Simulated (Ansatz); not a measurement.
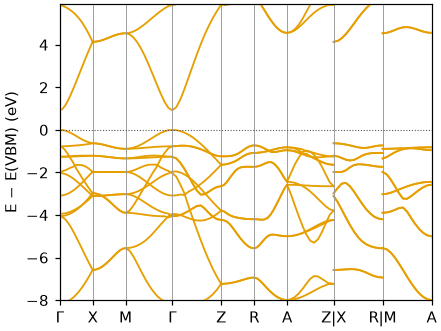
Figure. Band structure from the program Ansatz at the PBEsol level (PAW)

### Question
Read off the gap and where the band edges lie.

### Answer
About 0.9 eV (0.92 eV by a search for the band edges); maximum at Γ, minimum at Γ.

The material is SnO2 (rutile, P4_2/mnm).

The cell was relaxed with PBEsol under the symmetry of its start. Spin–orbit coupling is left out wherever it is not named.

Potentials: the later of the program's two PAW sets.
